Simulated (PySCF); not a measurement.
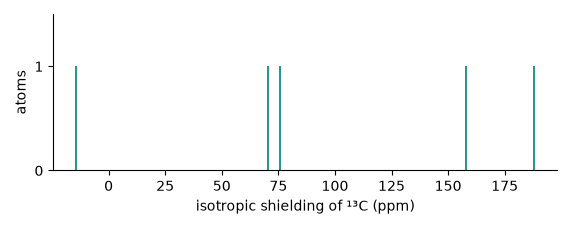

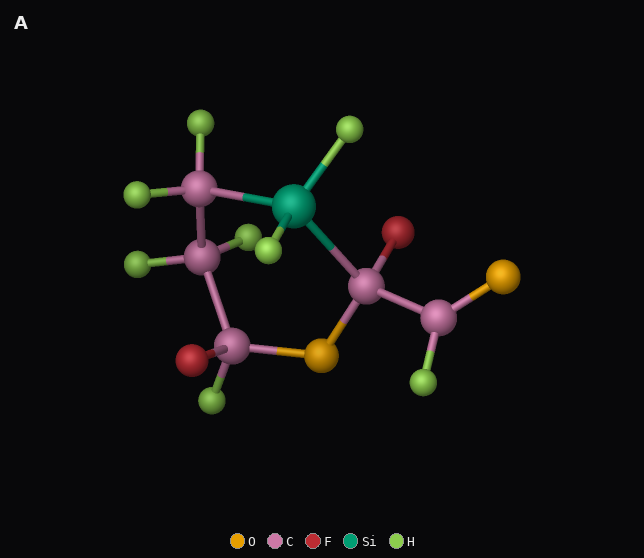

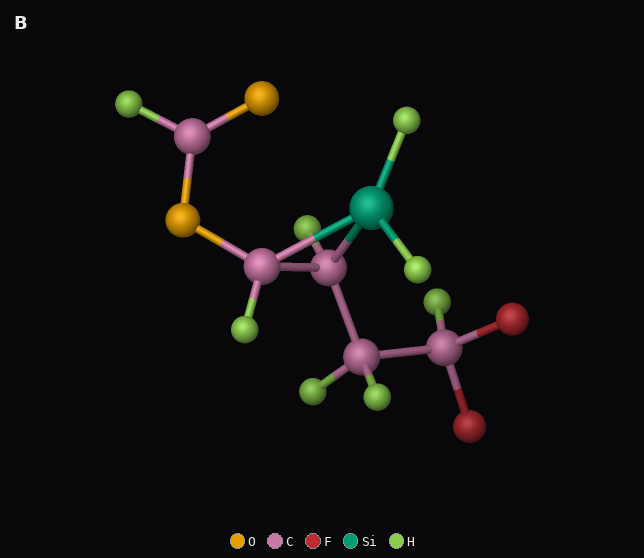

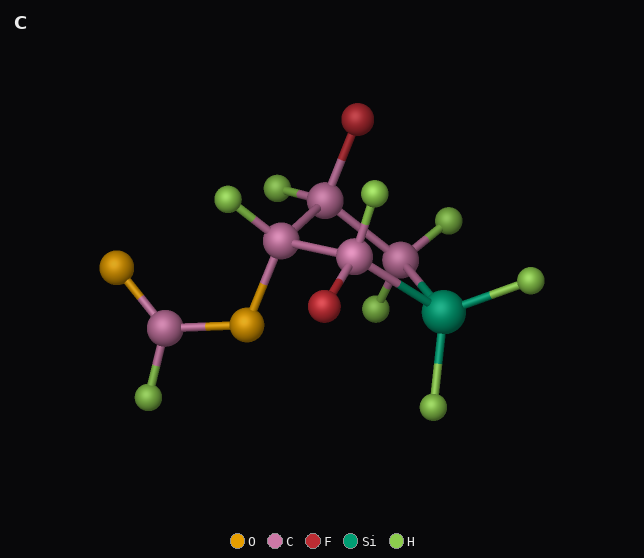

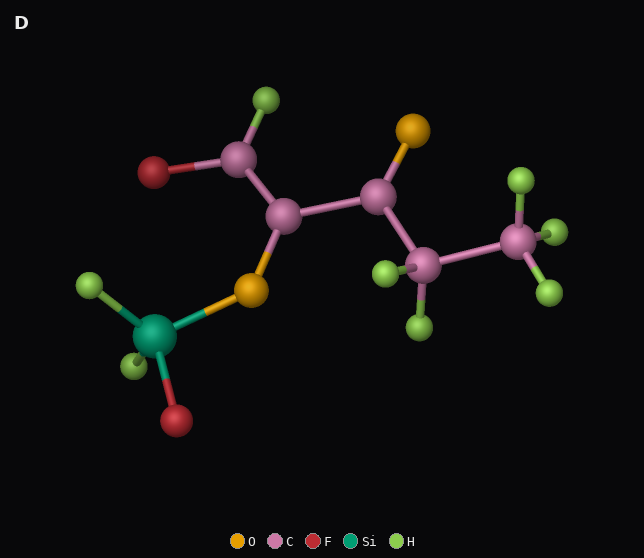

The sticks are computed shieldings of one of the molecules, for one fixed geometry (GFN2-xTB) without averaging over rotations. Low shielding means a high chemical shift. Method: GIAO PBE0/pcSseg-1 NMR shielding, non-relativistic, gas phase (PySCF 2.14.0).

> Match the spectrum to a structure.

A, `O=C[C@@]1(F)O[C@@H](F)CC[SiH2]1`. Its 5 C atoms give lines at −14.4, 70.5, 75.7, 157.7, 188.1 ppm.

The geometry is semi-empirical. Around Si such bond lengths and angles can be off by a tenth of an ångström or more and by several degrees, and values that hang on the shape move with them.
